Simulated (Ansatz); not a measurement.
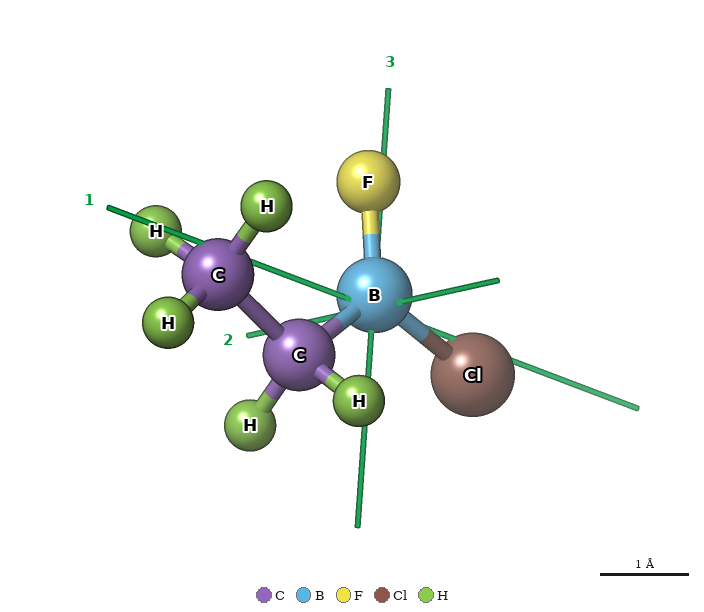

The three principal axes of inertia are drawn and numbered. Distant atoms are faded towards the background colour. The geometry was computed by an optimisation with PBE0-D4/def2-TZVP. Masses are those of the most abundant isotopes; constants are for the rigid equilibrium geometry.

Q: Which line is the a axis (least moment of inertia), which b and which c?

A: a is line 1, b is line 3, c is line 2; the moments are 64.4, 227, 285 u Å².

Q: What kind of rotor is it, and what are its rotational constants in GHz?

A: An asymmetric top (Cs): A = 7.85, B = 2.23, C = 1.77 GHz. Ray's parameter κ is −0.85, close to the prolate limit.
